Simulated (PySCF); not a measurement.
C₅H₁₀O₂, SMILES CC(=O)OC(C)C, geometry in Å:

```xyz
17

C      2.7804     0.0289     0.1176
C      1.3864     0.0561     0.6916
O      1.1194    -0.0323     1.8612
O      0.4807     0.1987    -0.2773
C     -0.9051     0.2306     0.1065
C     -1.6532     0.9908    -0.9788
C     -1.4232    -1.1941     0.2748
H      2.8676    -0.8027    -0.5773
H      3.5029    -0.0789     0.9206
H      2.9643     0.9492    -0.4311
H     -0.9738     0.7600     1.0660
H     -2.7060     1.0598    -0.7204
H     -1.5526     0.4727    -1.9289
H     -1.2475     1.9934    -1.0853
H     -2.4759    -1.1746     0.5414
H     -0.8717    -1.6998     1.0639
H     -1.2997    -1.7461    -0.6544
```

Vertical TDDFT excitations, ωB97X-D/def2-SVPD, PySCF, at a GFN2-xTB geometry (no frequency check), gas phase.

Where does it absorb, and how strongly?

Answer. The lowest singlet lies at 6.00 eV (207 nm, f = 0.001); the brightest of the first 8 is S3 at 8.23 eV (151 nm), f = 0.165, mainly HOMO−1 → LUMO (67 %). No singlet lies below 3.1 eV (beyond 400 nm), so at this level no vertical transition falls in the visible.


```csv
state,E (eV),λ (nm),f,main character
S1,6.00,207,0.001,HOMO → LUMO (66 %)
S2,8.02,155,0.021,HOMO → LUMO+1 (50 %)
S3,8.23,151,0.165,HOMO−1 → LUMO (67 %)
S4,8.66,143,0.001,HOMO−2 → LUMO (46 %)
S5,8.74,142,0.005,HOMO−1 → LUMO+1 (67 %)
S6,9.14,136,0.004,HOMO → LUMO+2 (46 %)
S7,9.36,132,0.001,HOMO → LUMO+3 (64 %)
S8,9.50,131,0.010,HOMO → LUMO+4 (30 %)
```

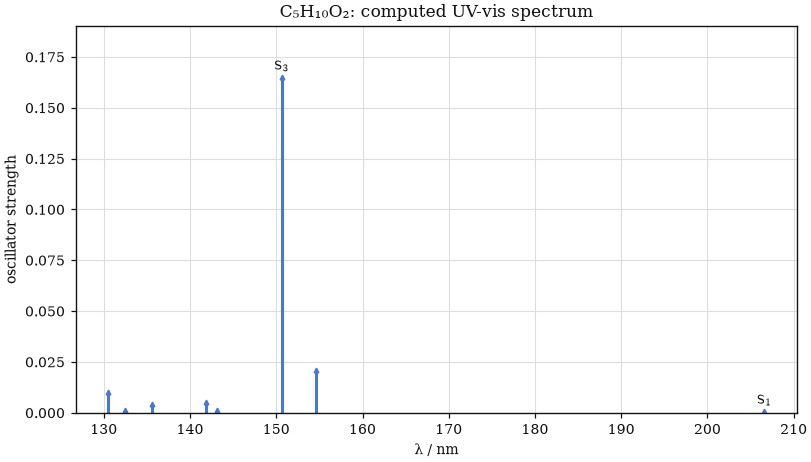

The lowest 8 singlet states are shown.

Caveats: the tight-binding geometry is rougher than a DFT one and adds to the error; one conformer of a flexible molecule; core orbitals are frozen in the response.
